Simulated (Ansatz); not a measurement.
# BrCl₂H₃Si (built from SMILES Br.Cl[SiH2]Cl): search for a transition state

Is there a first-order saddle for this four-centre ligand exchange, which should form Si1–Br7, H2–H6 and break Si1–H2, H6–Br7, and which two structures does it connect?

The runs use Ansatz 0.2.0, Gaussian basis; PBE0-D4, def2-SVP first, then def2-TZVP.

152 further runs of the same task are left out: 152 set aside as unsound or not needed.

### 1 Starting geometry

The guess: 7 atoms, charge 0, spin multiplicity 1.

Atoms are counted from 1 here; the program's logs count them from 0.

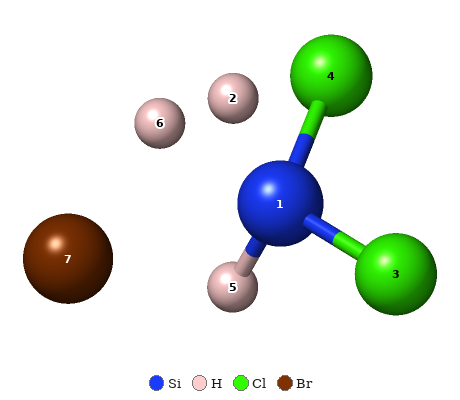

As it starts; silicon blue, hydrogen pink, chlorine green, bromine brown; atoms are numbered from 1 in the order of the file.

Geometry (Å):

```
Si   -0.1014   -0.6906    0.0267
H    -0.6958    1.0716    0.4331
Cl   -1.1898   -0.7905   -1.6402
Cl   -0.9279   -1.3913    1.7262
H     1.1310   -1.4366   -0.1221
H     0.0045    1.7587    0.1848
Br    1.7793    1.4787   -0.6084
```

Distances that are to change: Si1–Br7 2.94 Å, H2–H6 1.01 Å, Si1–H2 1.90 Å, H6–Br7 1.96 Å.

### 2 Relaxing the guess with the reacting distances held

hold/in.yaml reads:

```yaml
crystal:
  periodic: [false, false, false]
  atoms:
    - {symbol: Si, position_ang: [-0.101400, -0.690600, 0.026700]}
    - {symbol: H, position_ang: [-0.695800, 1.071600, 0.433100]}
    - {symbol: Cl, position_ang: [-1.189800, -0.790500, -1.640200]}
    - {symbol: Cl, position_ang: [-0.927900, -1.391300, 1.726200]}
    - {symbol: H, position_ang: [1.131000, -1.436600, -0.122100]}
    - {symbol: H, position_ang: [0.004500, 1.758700, 0.184800]}
    - {symbol: Br, position_ang: [1.779300, 1.478700, -0.608400]}
basis:
  gaussian: {orbitals: def2-SVP}
hamiltonian: {xc: pbe0, dispersion: d4}
relax: {f_tol: 0.04, max_steps: 150, escape_saddle: false, constraints: [{distance: [0, 6]}, {distance: [1, 5]}, {distance: [0, 1]}, {distance: [5, 6]}]}
```

On the command line:

```
$ ansatz run in.yaml --threads 4 --pin off --events-out ev --progress --plain --max-ram 9574MiB
```

The runs that follow: Force constants to start from; Saddle search in the small basis; Saddle search in triple zeta; Vibrations at the point found; Relaxing after a step of 0.30 Å one way along the mode; Relaxing after a step of 0.30 Å the other way along the mode.

**Question.** What will these runs give? Wanted: imaginary mode; barrier from the start side; barrier from the end side; energy of the step; pairs that change; zero-point energy at the saddle.

As calculated:

```
                       quantity                                                       value
                 imaginary mode                                                   746i cm⁻¹
    barrier from the start side                                                142.1 kJ/mol
      barrier from the end side                                                208.6 kJ/mol
             energy of the step                                                -66.5 kJ/mol
              pairs that change  Si1–Br7 formed, H2–H6 formed, Si1–H2 broken, H6–Br7 broken
zero-point energy at the saddle                                                    0.742 eV
```

What this shows: One imaginary mode, 746i cm⁻¹, makes this a first-order saddle. The two relaxations end on the structures that were planned. At PBE0-D4/def2-TZVP the electronic barrier is 142.1 kJ/mol, about 57 kT at 298 K, and the step runs 66.5 kJ/mol downhill. A step off the saddle overshot and began above it in energy, so the link to its end is likely but not proven.
